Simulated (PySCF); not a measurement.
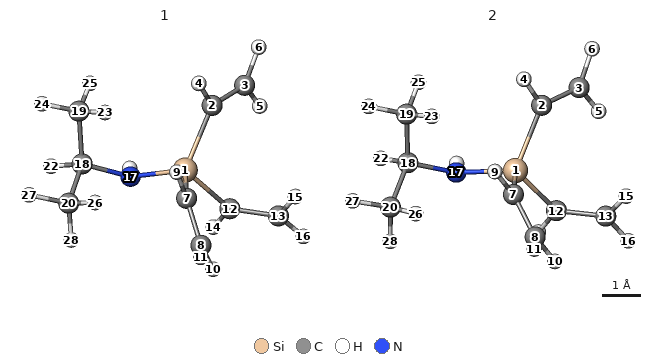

Two geometries of C9H17NSi, drawn at one scale. One is the start of a relaxation, the other its converged end. A ball-and-stick model, seen at a tilt.

Level of theory: PBE0-D3(BJ)/def2-SVP geometry optimisation, gas phase in PySCF. 

Which one is relaxed?

Structure 2 is the relaxed one. The start comes from GFN2-xTB. Its atoms were then displaced at random by about 0.03 Å. The largest move after the best rigid fit is that of an H atom, 0.46 Å. Largest moves by element: H 0.46 Å, C 0.28 Å, N 0.13 Å, Si 0.13 Å. Some distances before and after: C–H 0.997 → 1.096 Å, C–Si 1.972 → 1.875 Å, C–H 1.166 → 1.101 Å, C–H 1.034 → 1.096 Å. Bond angles that change, for instance: C–C–H 132.6° → 122.3°, C–C–H 112.4° → 121.7°, N–C–H 113.0° → 106.3°. Over 11 geometry steps the energy falls by 1.326 eV. Cost: 2.9 min on 2 threads of AMD EPYC 9R45 96-Core Processor (shared host).
